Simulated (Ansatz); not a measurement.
**CH5BO2S: harmonic frequencies at the relaxed geometry in Python**

At which frequencies does CH5BO2S vibrate? The task is harmonic frequencies at the relaxed geometry, for CH5BO2S.

Computed with Ansatz 0.2.0, driven from Python. Level of theory: r2SCAN/def2-SVP.

**1. Starting point**

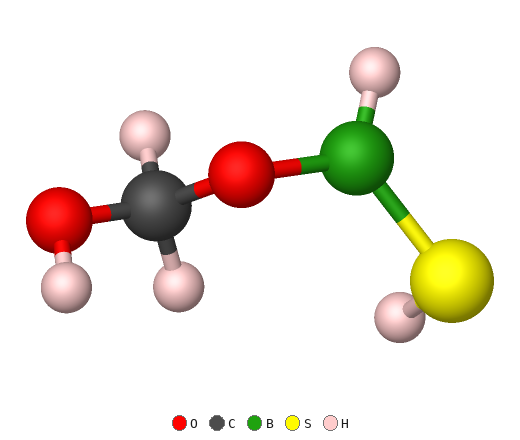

The starting structure, viewed from a chosen angle; oxygen red, carbon dark grey, boron green, sulfur yellow, hydrogen pink.

Input file ch5bo2s.xyz:

```xyz
10

O    -2.14010    0.64060   -0.26290
C    -0.97770   -0.01290   -0.27660
O     0.05480    0.91390   -0.39650
B     1.43460    0.18250   -0.39710
S     2.28510   -0.15270    1.19900
H    -2.21120    1.22300    0.56830
H    -0.87460   -0.60920    0.66780
H    -0.94740   -0.68730   -1.15480
H     1.82840   -0.17370   -1.37570
H     1.63120   -1.37540    1.43160
```

**2. The code**

Input file ch5bo2s.py:

```python
"""Harmonic frequencies of CH5BO2S at its relaxed geometry."""

import ansatz as az
import numpy as np


def main() -> None:
    geometry = az.Crystal.molecule_from_extxyz("ch5bo2s.xyz")

    base = geometry.calculation().basis(gaussian="def2-SVP").functional("r2scan")
    symbols = [site.symbol for site in geometry.cartesian_sites]
    start = np.array([site.position_ang for site in geometry.cartesian_sites], dtype=float)
    rep = base.relax(force_tolerance=0.003, max_steps=100).run(threads=1, backend="cpu").report
    end = np.array(rep["positions_ang"])

    print("bond        before    after (A)")
    for i, j in [(0, 1), (0, 5), (1, 2), (1, 6), (1, 7), (2, 3), (3, 4), (3, 8), (4, 9)]:
        d0, d1 = (np.linalg.norm(xyz[i] - xyz[j]) for xyz in (start, end))
        print(f"{symbols[i]}{i}-{symbols[j]}{j}".ljust(10), f"{d0:8.4f} {d1:8.4f}")

    # frequencies need a stationary point, so they are taken at the relaxed geometry
    minimum = az.Crystal.molecule()
    for symbol, xyz in zip(symbols, end):
        minimum = minimum.atom(symbol, xyz.tolist())
    vibrating = (
        minimum.calculation()
        .basis(gaussian="def2-SVP")
        .functional("r2scan")
        .phonons(temperatures=(100, 500, 100))
    )
    vib = vibrating.run(threads=1, backend="cpu").report["vibrations"]
    sums = vib["harmonic_sums"]
    modes = [m["omega_inv_cm"] for m in sums["modes_at_gamma"] if m["rigid_motion"] == "no"]
    for number, w in enumerate(modes, start=1):
        print(f"mode {number:2d} {w:9.1f} 1/cm {w / 8065.544 * 1000:8.2f} meV")
    print("imaginary modes:", sum(w < 0 for w in modes), " zero-point energy:", round(sums["zero_point_energy_ev"], 4), "eV")
    print("T (K)   F_vib (eV)   S_vib (meV/K)   C_vib (meV/K)")
    for row in zip(sums["temperatures_k"], sums["vibrational_free_energy_ev"], vib["entropy_ev_per_k"], vib["heat_capacity_ev_per_k"]):
        print(f"{row[0]:6.1f} {row[1]:11.4f} {1000 * row[2]:13.4f} {1000 * row[3]:15.4f}")


if __name__ == "__main__":
    main()
```

**3. What the engine is handed**

The package turns the script's settings into the engine's input (first run):

```yaml
crystal:
  periodic: [false, false, false]
  atoms:
    - { symbol: O, position_ang: [-2.1401, 0.6406, -0.2629] }
    - { symbol: C, position_ang: [-0.9777, -0.0129, -0.2766] }
    - { symbol: O, position_ang: [0.0548, 0.9139, -0.3965] }
    - { symbol: B, position_ang: [1.4346, 0.1825, -0.3971] }
    - { symbol: S, position_ang: [2.2851, -0.1527, 1.199] }
    - { symbol: H, position_ang: [-2.2112, 1.223, 0.5683] }
    - { symbol: H, position_ang: [-0.8746, -0.6092, 0.6678] }
    - { symbol: H, position_ang: [-0.9474, -0.6873, -1.1548] }
    - { symbol: H, position_ang: [1.8284, -0.1737, -1.3757] }
    - { symbol: H, position_ang: [1.6312, -1.3754, 1.4316] }
basis:
  gaussian:
    orbitals: def2-SVP
hamiltonian:
  xc: r2scan
relax:
  f_tol: 0.003
  max_steps: 100
```

**4. Launch**

Run with:

```
python ch5bo2s.py
```

The log of the run:

```text
bond        before    after (A)
O0-C1        1.3336   1.3736
O0-H5        1.0174   0.9676
C1-O2        1.3926   1.4229
C1-H6        1.1216   1.1115
C1-H7        1.1077   1.1040
O2-B3        1.5617   1.3512
B3-S4        1.8394   1.8171
B3-H8        1.1134   1.2054
S4-H9        1.4059   1.3516
mode  1      62.5 1/cm     7.74 meV
mode  2     155.5 1/cm    19.28 meV
mode  3     231.0 1/cm    28.64 meV
mode  4     335.7 1/cm    41.62 meV
mode  5     408.6 1/cm    50.66 meV
mode  6     433.1 1/cm    53.69 meV
mode  7     551.4 1/cm    68.37 meV
mode  8     695.8 1/cm    86.27 meV
mode  9     827.0 1/cm   102.53 meV
mode 10     862.8 1/cm   106.98 meV
mode 11     929.1 1/cm   115.19 meV
mode 12    1072.8 1/cm   133.02 meV
mode 13    1136.3 1/cm   140.88 meV
mode 14    1176.2 1/cm   145.83 meV
mode 15    1256.8 1/cm   155.83 meV
mode 16    1352.6 1/cm   167.70 meV
mode 17    1396.2 1/cm   173.11 meV
mode 18    1452.4 1/cm   180.07 meV
mode 19    1513.0 1/cm   187.58 meV
mode 20    2637.3 1/cm   326.99 meV
mode 21    2700.4 1/cm   334.81 meV
mode 22    2955.3 1/cm   366.41 meV
mode 23    3072.6 1/cm   380.95 meV
mode 24    3809.7 1/cm   472.35 meV
imaginary modes: 0  zero-point energy: 1.9233 eV
T (K)   F_vib (eV)   S_vib (meV/K)   C_vib (meV/K)
 100.0      1.9174        0.1521          0.2090
 200.0      1.8914        0.3684          0.4382
 300.0      1.8436        0.5876          0.6566
 400.0      1.7739        0.8048          0.8581
 500.0      1.6829        1.0152          1.0285
```

It took 6 min on 1 thread of Arm Neoverse V1, shared host; peak memory 0.24 GiB.

**5. What changed from run to run**

The engine's inputs for the other runs:

Run 2, against run 1:

```diff
@@ -4,10 +4,10 @@
-    - { symbol: O, position_ang: [-2.1401, 0.6406, -0.2629] }
-    - { symbol: C, position_ang: [-0.9777, -0.0129, -0.2766] }
-    - { symbol: O, position_ang: [0.0548, 0.9139, -0.3965] }
-    - { symbol: B, position_ang: [1.4346, 0.1825, -0.3971] }
-    - { symbol: S, position_ang: [2.2851, -0.1527, 1.199] }
-    - { symbol: H, position_ang: [-2.2112, 1.223, 0.5683] }
-    - { symbol: H, position_ang: [-0.8746, -0.6092, 0.6678] }
-    - { symbol: H, position_ang: [-0.9474, -0.6873, -1.1548] }
-    - { symbol: H, position_ang: [1.8284, -0.1737, -1.3757] }
-    - { symbol: H, position_ang: [1.6312, -1.3754, 1.4316] }
+    - { symbol: O, position_ang: [-2.1300319478455325, 0.45800957364044736, -0.3867178077087762] }
+    - { symbol: C, position_ang: [-0.9358057595138373, -0.06089802440506504, 0.05061249929734948] }
+    - { symbol: O, position_ang: [0.14520103298841838, 0.5980217285614864, -0.5988122336246341] }
+    - { symbol: B, position_ang: [1.45298459415501, 0.2896852491729077, -0.4556780458118233] }
+    - { symbol: S, position_ang: [2.1550097522216847, -1.0359386295533513, 0.5698749761079246] }
+    - { symbol: H, position_ang: [-2.159003762809363, 1.3917721061775878, -0.13468822347090692] }
+    - { symbol: H, position_ang: [-0.7913953786152202, 0.04698058472050171, 1.1474149017300446] }
+    - { symbol: H, position_ang: [-0.9331503959902189, -1.1326148685247284, -0.21445791353637964] }
+    - { symbol: H, position_ang: [2.2598018708387317, 0.9513282319058929, -1.0593183110437507] }
+    - { symbol: H, position_ang: [1.0194899945703269, -1.5575459516956787, 1.0848701580609512] }
@@ -19,3 +19,5 @@
-relax:
-  f_tol: 0.003
-  max_steps: 100
+phonons:
+  temperatures:
+    t_min: 100.0
+    t_max: 500.0
+    t_step: 100.0
```

Lines on the test bed's own set-up are left out of the output.

**6. The engine's runs**

The 2 runs, in the order started:

```tsv
run	kind of run	energy from run 2 (eV)	SCF cycles in all	CPU time (s)
1	relaxation	0.0000	208	160
2	phonons	0.0000	378	200
```

**7. Path of the relaxation of run 1**

Step by step:

```csv
step,E - E(step 1) (eV),largest force component (eV/Å)
1,0.0000,4.8552
2,-0.6095,2.9382
3,-0.9305,1.0253
4,-1.1403,0.6813
5,-1.3859,1.0821
6,-1.6039,1.7429
7,-1.8537,0.6853
8,-1.9215,0.3900
9,-1.9335,0.5251
10,-1.9636,0.2723
11,-1.9708,0.3180
12,-1.9892,0.1574
13,-1.9870,0.7359
14,-1.9969,0.1412
15,-2.0022,0.1466
16,-2.0013,0.3950
17,-2.0067,0.1251
18,-2.0101,0.1772
19,-2.0114,0.1718
20,-2.0128,0.0790
21,-2.0130,0.0379
22,-2.0130,0.0407
23,-2.0132,0.0064
24,-2.0132,0.0162
25,-2.0132,0.0025
```

Step 1 is the start. Steps 13, 16, 22, 24 were tried and not accepted.

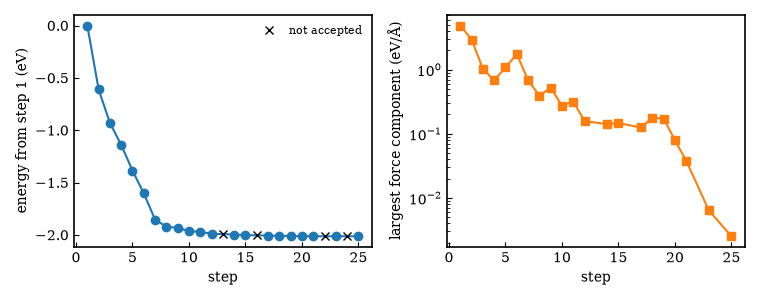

Energy and largest force along the relaxation.

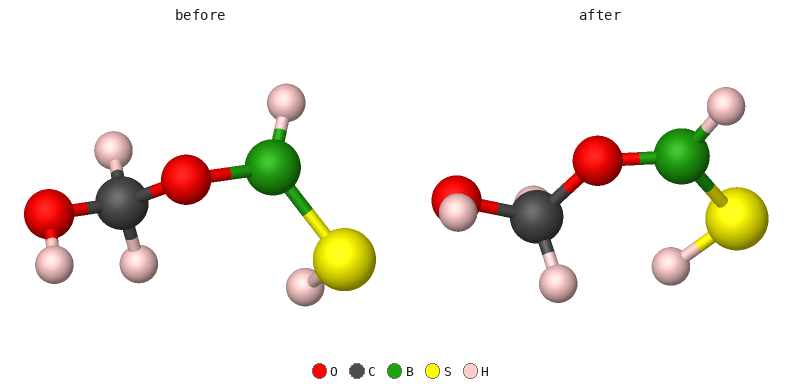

Before and after, at one scale.

Before: Bond lengths: O1–C2 1.334 Å, C2–O3 1.393 Å, O3–B4 1.562 Å, B4–S5 1.839 Å, O1–H6 1.017 Å, C2–H7 1.122 Å, C2–H8 1.108 Å, B4–H9 1.113 Å, S5–H10 1.406 Å. Angles: O1–C2–O3 108.7°, O1–C2–H7 109.4°, O1–C2–H8 109.3°, O3–C2–H7 111.0°, O3–C2–H8 108.5°, H7–C2–H8 110.0°, C2–O1–H6 110.5°, C2–O3–B4 110.1°, O3–B4–S5 119.6°, O3–B4–H9 117.6°, S5–B4–H9 122.7°, B4–S5–H10 95.0°.

After: Bond lengths: O1–C2 1.374 Å, C2–O3 1.423 Å, O3–B4 1.351 Å, B4–S5 1.817 Å, O1–H6 0.968 Å, C2–H7 1.112 Å, C2–H8 1.104 Å, B4–H9 1.205 Å, S5–H10 1.352 Å. Angles: O1–C2–O3 109.9°, O1–C2–H7 113.0°, O1–C2–H8 107.0°, O3–C2–H7 107.9°, O3–C2–H8 109.8°, H7–C2–H8 109.3°, C2–O1–H6 107.9°, C2–O3–B4 125.5°, O3–B4–S5 126.9°, O3–B4–H9 118.0°, S5–B4–H9 115.1°, B4–S5–H10 99.9°.

**8. Vibrations**

Frequencies (cm⁻¹; negative: imaginary): 62, 155, 231, 336, 409, 433, 551, 696, 827, 863, 929, 1073, 1136, 1176, 1257, 1353, 1396, 1452, 1513, 2637, 2700, 2955, 3073, 3810.

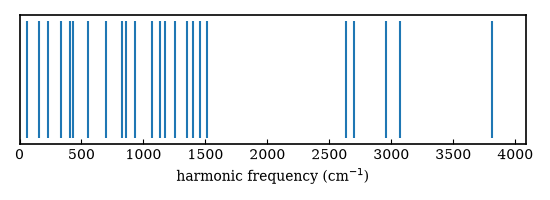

The harmonic frequencies as lines of equal height (no intensities).

**9. Summary of results**

| quantity | value |
| --- | --- |
| runs compared | 2 |
| moves of the relaxation of run 1 | 20 |
| energy gained in run 1 | 2.013 eV |
| last largest force component of run 1 | 0.0025 eV/Å |
| highest frequency | 3810 cm⁻¹ |
| imaginary modes | 0 |
| zero-point energy | 1.923 eV |

**Reading.** Run 1: The relaxation took 20 moves; the largest shift is 1.246 Å, of atom 9 (H). So large a move can change the bonding: the results belong to the relaxed structure. All frequencies are real, so the geometry is a minimum. The values are harmonic; measured fundamentals also hold anharmonic shifts, mostly downward for stretches. The frequencies are harmonic and unscaled, in a modest basis. The result belongs to the one conformer reached from this start, and soft torsions count as harmonic oscillators.
